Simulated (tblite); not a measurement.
**Geometry relaxation of Si3H6O2 (part 2 of 2)**

The same run, continued: Si3H6O2, multiplicity 3, SMILES [SiH3]O[Si]O[SiH3]; GFN2-xTB geometry optimisation, gas phase (tblite 0.8.0). 

Geometry of the input (Å):
```
Si 0.0540  -1.6691  -0.8180
O  1.5571  -0.9977  -1.4613
Si 2.9362  -0.4171  -0.4834
O  -1.4757  -2.0685  -0.0396
Si -1.7625  -1.9816  1.7082
H  4.0742  -0.2799  -1.3020
H  2.5956  0.8556  0.0607
H  3.2128  -1.3271  0.5471
H  -1.6715  -3.2775  2.2801
H  -0.8242  -1.1462  2.3217
H  -3.0667  -1.4797  1.9465
```

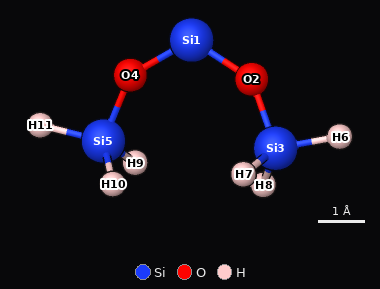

Figure 1. The geometry at step 105 of the log (ball-and-stick view, seen at a tilt; atoms are numbered from 1 in the order of the input).

Trajectory as extended XYZ, continued:
```
11
Properties=species:S:1:pos:R:3:forces:R:3 step=65 energy=-447.26837
Si   -0.0980   -1.6743   -1.1781    0.0440   0.0080   0.0070
O     1.4725   -1.2554   -1.1295   -0.0350   0.0020   0.0090
Si    2.7102   -0.5323   -0.3529   -0.0100   0.0200  -0.0270
O    -1.0602   -1.5846    0.1239    0.0150  -0.0090  -0.0170
Si   -1.5262   -1.8748    1.6611   -0.0220   0.0230   0.0200
H     3.6895   -0.4125   -1.4271   -0.0240  -0.0130   0.0210
H     2.2766    0.7619    0.1815    0.0160  -0.0280   0.0050
H     3.1267   -1.4136    0.7411   -0.0140   0.0040   0.0090
H    -1.2973   -3.2693    2.0472   -0.0040   0.0030  -0.0270
H    -0.7170   -0.9906    2.5000   -0.0030   0.0150  -0.0250
H    -2.9475   -1.5434    1.5926    0.0380  -0.0250   0.0240
11
Properties=species:S:1:pos:R:3:forces:R:3 step=70 energy=-447.28011
Si   -0.1866   -1.6080   -1.2959    0.0250   0.0210   0.1010
O     1.3823   -1.2069   -1.1595    0.0840   0.0180  -0.0110
Si    2.6061   -0.5868   -0.2781   -0.0040  -0.0320   0.0230
O    -1.1514   -1.5808    0.0104   -0.0260  -0.0220   0.0860
Si   -1.3968   -1.8257    1.6094   -0.0270  -0.0550  -0.0980
H     3.6838   -0.5297   -1.2582   -0.0570   0.0170  -0.0220
H     2.2135    0.7140    0.2670   -0.0040   0.0230  -0.0240
H     2.9061   -1.4915    0.8352   -0.0490  -0.0420  -0.0010
H    -0.9796   -3.1731    2.0116    0.0220   0.0270  -0.0200
H    -0.6016   -0.8301    2.3298   -0.0160   0.0150  -0.0390
H    -2.8465   -1.6703    1.6883    0.0510   0.0310   0.0050
11
Properties=species:S:1:pos:R:3:forces:R:3 step=75 energy=-447.29104
Si   -0.2537   -1.5032   -1.3672   -0.0750  -0.0360  -0.0160
O     1.3333   -1.2159   -1.1901    0.1170   0.0120   0.0030
Si    2.5021   -0.6565   -0.2026    0.0400   0.0510   0.0770
O    -1.2190   -1.5718   -0.0615    0.0040  -0.0040  -0.0240
Si   -1.2720   -1.7806    1.5530    0.0240  -0.0040   0.0610
H     3.6441   -0.6124   -1.1028   -0.0060   0.0100  -0.0550
H     2.1077    0.6510    0.3272    0.0120   0.0080  -0.0040
H     2.6968   -1.5818    0.9173   -0.0730  -0.0470  -0.0200
H    -0.6678   -3.0562    1.9390    0.0580  -0.0250  -0.0080
H    -0.5327   -0.6829    2.1840   -0.0240  -0.0080  -0.0340
H    -2.7096   -1.7786    1.7636   -0.0760   0.0420   0.0190
11
Properties=species:S:1:pos:R:3:forces:R:3 step=80 energy=-447.29701
Si   -0.2893   -1.4640   -1.3991    0.0460  -0.0100   0.0070
O     1.2977   -1.1712   -1.1911   -0.0530  -0.0340  -0.0240
Si    2.4519   -0.6811   -0.1516    0.0250  -0.0060  -0.0140
O    -1.2554   -1.6129   -0.0983    0.0110   0.0020  -0.0210
Si   -1.2080   -1.7663    1.5231   -0.0290  -0.0050  -0.0010
H     3.6052   -0.6885   -1.0414    0.0120   0.0300   0.0180
H     2.0937    0.6359    0.3761    0.0230   0.0370   0.0170
H     2.5597   -1.6275    0.9629   -0.0460  -0.0280  -0.0310
H    -0.4877   -2.9861    1.8902    0.0190  -0.0260   0.0140
H    -0.5051   -0.6088    2.0775    0.0030   0.0360   0.0230
H    -2.6335   -1.8184    1.8115   -0.0100   0.0020   0.0130
11
Properties=species:S:1:pos:R:3:forces:R:3 step=85 energy=-447.29924
Si   -0.2773   -1.4750   -1.3922   -0.0080  -0.0090   0.0000
O     1.3091   -1.1808   -1.1950   -0.0040   0.0120  -0.0060
Si    2.4614   -0.6740   -0.1583   -0.0340  -0.0100  -0.0190
O    -1.2498   -1.6118   -0.0943    0.0130  -0.0100   0.0040
Si   -1.2195   -1.7705    1.5283    0.0370   0.0270   0.0080
H     3.6164   -0.6665   -1.0456    0.0080   0.0150   0.0170
H     2.1076    0.6450    0.3746    0.0200  -0.0140   0.0000
H     2.5433   -1.6379    0.9425   -0.0030  -0.0040  -0.0030
H    -0.5029   -2.9950    1.8982   -0.0130   0.0200   0.0040
H    -0.5131   -0.6103    2.0829   -0.0260  -0.0240   0.0060
H    -2.6459   -1.8119    1.8186    0.0090  -0.0040  -0.0110
11
Properties=species:S:1:pos:R:3:forces:R:3 step=90 energy=-447.30020
Si   -0.2912   -1.4616   -1.4045   -0.0010  -0.0100  -0.0220
O     1.2960   -1.1743   -1.2025   -0.0010   0.0120  -0.0230
Si    2.4395   -0.6871   -0.1487    0.0230   0.0160   0.0050
O    -1.2542   -1.6262   -0.1031    0.0060   0.0050  -0.0030
Si   -1.1954   -1.7602    1.5198   -0.0210  -0.0170   0.0190
H     3.6129   -0.6741   -1.0119   -0.0080  -0.0090   0.0000
H     2.1061    0.6360    0.3862   -0.0080  -0.0130   0.0090
H     2.4951   -1.6588    0.9465   -0.0040  -0.0050  -0.0030
H    -0.4530   -2.9681    1.8882    0.0080   0.0020   0.0110
H    -0.5098   -0.5847    2.0603    0.0020   0.0180   0.0170
H    -2.6166   -1.8296    1.8297    0.0040   0.0010  -0.0110
11
Properties=species:S:1:pos:R:3:forces:R:3 step=95 energy=-447.30083
Si   -0.2904   -1.4778   -1.4106    0.0190   0.0120   0.0220
O     1.2942   -1.1665   -1.2135    0.0020   0.0160  -0.0060
Si    2.4347   -0.6887   -0.1505   -0.0180  -0.0260   0.0040
O    -1.2491   -1.6151   -0.1019    0.0220  -0.0080   0.0060
Si   -1.1910   -1.7582    1.5218    0.0100   0.0120  -0.0160
H     3.6116   -0.6752   -1.0070    0.0050  -0.0080  -0.0140
H     2.1035    0.6286    0.3969   -0.0190   0.0130   0.0030
H     2.4816   -1.6648    0.9418    0.0030  -0.0080  -0.0100
H    -0.4383   -2.9607    1.8879   -0.0070   0.0050   0.0090
H    -0.5149   -0.5797    2.0711   -0.0030   0.0040  -0.0010
H    -2.6127   -1.8308    1.8239   -0.0130  -0.0120   0.0020
11
Properties=species:S:1:pos:R:3:forces:R:3 step=100 energy=-447.30196
Si   -0.2847   -1.4684   -1.4184   -0.0170  -0.0010  -0.0010
O     1.3000   -1.1493   -1.2406   -0.0080   0.0060  -0.0020
Si    2.4223   -0.6975   -0.1491    0.0320   0.0160   0.0000
O    -1.2237   -1.6247   -0.0992    0.0060   0.0080   0.0030
Si   -1.1805   -1.7497    1.5253   -0.0220   0.0020   0.0110
H     3.6054   -0.6790   -0.9979    0.0080  -0.0030   0.0070
H     2.0871    0.6157    0.4098   -0.0090  -0.0210   0.0020
H     2.4519   -1.6911    0.9279    0.0030   0.0020  -0.0080
H    -0.4163   -2.9397    1.9076    0.0000  -0.0030   0.0070
H    -0.5262   -0.5621    2.0835   -0.0120   0.0010  -0.0230
H    -2.6060   -1.8429    1.8110    0.0170  -0.0050   0.0030
11
Properties=species:S:1:pos:R:3:forces:R:3 step=105 energy=-447.30246
Si   -0.2841   -1.4676   -1.4207    0.0140   0.0050   0.0030
O     1.2993   -1.1338   -1.2495    0.0050   0.0000   0.0100
Si    2.4241   -0.6989   -0.1517   -0.0210  -0.0170  -0.0070
O    -1.2172   -1.6271   -0.0981   -0.0090   0.0020   0.0100
Si   -1.1794   -1.7476    1.5270    0.0060  -0.0190   0.0010
H     3.6131   -0.6823   -0.9917    0.0000   0.0030   0.0000
H     2.0802    0.6074    0.4156    0.0050   0.0010   0.0080
H     2.4442   -1.7003    0.9191    0.0100   0.0050  -0.0130
H    -0.4139   -2.9353    1.9177    0.0030   0.0170   0.0000
H    -0.5350   -0.5514    2.0756    0.0000   0.0050  -0.0080
H    -2.6021   -1.8519    1.8165   -0.0140   0.0000  -0.0040
11
Properties=species:S:1:pos:R:3:forces:R:3 step=110 energy=-447.30261
Si   -0.2854   -1.4638   -1.4210   -0.0050  -0.0010   0.0000
O     1.2979   -1.1288   -1.2533   -0.0020  -0.0040   0.0020
Si    2.4198   -0.7022   -0.1505    0.0030   0.0090  -0.0050
O    -1.2173   -1.6297   -0.0982   -0.0020  -0.0020  -0.0060
Si   -1.1765   -1.7473    1.5269   -0.0010   0.0080  -0.0020
H     3.6128   -0.6850   -0.9850   -0.0020   0.0030  -0.0040
H     2.0783    0.6028    0.4215    0.0040   0.0000   0.0060
H     2.4351   -1.7067    0.9154    0.0090  -0.0130   0.0050
H    -0.4004   -2.9260    1.9205    0.0030   0.0000   0.0030
H    -0.5356   -0.5451    2.0670   -0.0060   0.0040   0.0010
H    -2.5993   -1.8571    1.8166    0.0000  -0.0030  -0.0010
11
Properties=species:S:1:pos:R:3:forces:R:3 step=115 energy=-447.30299
Si   -0.2888   -1.4586   -1.4203    0.0090  -0.0030   0.0020
O     1.2954   -1.1271   -1.2534    0.0150   0.0120   0.0100
Si    2.4224   -0.7037   -0.1535   -0.0120  -0.0240   0.0150
O    -1.2157   -1.6409   -0.0967   -0.0060   0.0050  -0.0020
Si   -1.1792   -1.7428    1.5298   -0.0010   0.0040  -0.0200
H     3.6150   -0.6786   -0.9877   -0.0080   0.0180  -0.0190
H     2.0756    0.5911    0.4399    0.0100  -0.0140  -0.0070
H     2.4536   -1.7254    0.8970   -0.0020   0.0030   0.0040
H    -0.3884   -2.9101    1.9300   -0.0040   0.0110   0.0070
H    -0.5576   -0.5281    2.0651   -0.0040  -0.0040   0.0010
H    -2.6031   -1.8647    1.8097    0.0040  -0.0080   0.0100
11
Properties=species:S:1:pos:R:3:forces:R:3 step=120 energy=-447.30466
Si   -0.2898   -1.4577   -1.4192   -0.0070  -0.0040  -0.0300
O     1.2924   -1.1199   -1.2508   -0.0420   0.0050   0.0040
Si    2.4252   -0.7290   -0.1476    0.0810   0.0020   0.0200
O    -1.2265   -1.6465   -0.1033    0.0190  -0.0010  -0.0200
Si   -1.1805   -1.7177    1.5233   -0.0270   0.0030   0.0470
H     3.5954   -0.6432   -1.0131   -0.0240   0.0160   0.0280
H     2.0754    0.5321    0.5166    0.0010  -0.0400  -0.0280
H     2.4982   -1.7966    0.8558   -0.0090   0.0170  -0.0130
H    -0.3299   -2.8329    1.9494    0.0090   0.0230  -0.0070
H    -0.6374   -0.4568    2.0382    0.0080  -0.0210  -0.0040
H    -2.5933   -1.9205    1.8106   -0.0090  -0.0010   0.0020
11
Properties=species:S:1:pos:R:3:forces:R:3 step=125 energy=-447.30632
Si   -0.2870   -1.4669   -1.4143    0.0020   0.0030  -0.0080
O     1.2857   -1.0928   -1.2449    0.0150   0.0060  -0.0030
Si    2.4493   -0.7540   -0.1551   -0.0060   0.0050  -0.0260
O    -1.2182   -1.6620   -0.0967   -0.0060  -0.0140   0.0010
Si   -1.2046   -1.6940    1.5324   -0.0080   0.0030   0.0050
H     3.5910   -0.5800   -1.0407    0.0140   0.0090  -0.0110
H     2.0856    0.4535    0.5911   -0.0060  -0.0080   0.0070
H     2.5776   -1.8823    0.7688   -0.0020  -0.0120   0.0280
H    -0.2943   -2.7430    2.0031   -0.0030   0.0220  -0.0120
H    -0.7463   -0.3916    2.0250    0.0040  -0.0160   0.0060
H    -2.6095   -1.9756    1.7911   -0.0040   0.0020   0.0130
11
Properties=species:S:1:pos:R:3:forces:R:3 step=130 energy=-447.30691
Si   -0.2886   -1.4591   -1.4134    0.0050   0.0000   0.0000
O     1.2857   -1.0866   -1.2490   -0.0010  -0.0050   0.0010
Si    2.4549   -0.7728   -0.1578   -0.0080   0.0040   0.0040
O    -1.2168   -1.6767   -0.0966    0.0010  -0.0010  -0.0030
Si   -1.2098   -1.6785    1.5333   -0.0110  -0.0030  -0.0150
H     3.5871   -0.5502   -1.0456    0.0020  -0.0060  -0.0010
H     2.0782    0.4034    0.6309   -0.0020   0.0030   0.0070
H     2.6015   -1.9242    0.7375    0.0020   0.0030  -0.0100
H    -0.2570   -2.6840    2.0112    0.0000   0.0030   0.0040
H    -0.8013   -0.3559    2.0134    0.0060   0.0040   0.0070
H    -2.6047   -2.0042    1.7960    0.0050  -0.0010   0.0050
11
Properties=species:S:1:pos:R:3:forces:R:3 step=135 energy=-447.30699
Si   -0.2888   -1.4586   -1.4148   -0.0050  -0.0020   0.0000
O     1.2848   -1.0855   -1.2490    0.0030   0.0000   0.0010
Si    2.4540   -0.7743   -0.1571    0.0050   0.0040   0.0040
O    -1.2172   -1.6797   -0.0985   -0.0020   0.0020   0.0000
Si   -1.2107   -1.6752    1.5312    0.0080   0.0010   0.0070
H     3.5856   -0.5489   -1.0454   -0.0030   0.0000   0.0020
H     2.0772    0.3959    0.6407   -0.0020  -0.0010  -0.0020
H     2.6053   -1.9307    0.7304   -0.0010  -0.0030  -0.0030
H    -0.2499   -2.6722    2.0128   -0.0050   0.0050  -0.0020
H    -0.8087   -0.3494    2.0107   -0.0020  -0.0070  -0.0050
H    -2.6023   -2.0102    1.7988    0.0040   0.0020  -0.0020
11
Properties=species:S:1:pos:R:3:forces:R:3 step=139 energy=-447.30703
Si   -0.2903   -1.4573   -1.4163   -0.0010  -0.0010   0.0040
O     1.2827   -1.0811   -1.2495    0.0020  -0.0010  -0.0010
Si    2.4532   -0.7822   -0.1556   -0.0010   0.0080   0.0010
O    -1.2167   -1.6823   -0.0992   -0.0010   0.0000   0.0000
Si   -1.2091   -1.6681    1.5306   -0.0020   0.0000  -0.0030
H     3.5824   -0.5399   -1.0423   -0.0010  -0.0010   0.0000
H     2.0724    0.3758    0.6583   -0.0010  -0.0050  -0.0010
H     2.6113   -1.9510    0.7139    0.0000  -0.0020   0.0000
H    -0.2311   -2.6451    2.0167    0.0000  -0.0020   0.0010
H    -0.8307   -0.3332    2.0021    0.0020   0.0030   0.0000
H    -2.5949   -2.0244    1.8011    0.0030   0.0010  -0.0020
```

Key numbers:

| quantity | value |
| --- | --- |
| outcome | converged |
| total energy | −447.3070 eV |
| hardware | 1 CPU thread, shared host |
| wall time | 3.6 s |
| peak memory | 0.18 GiB |
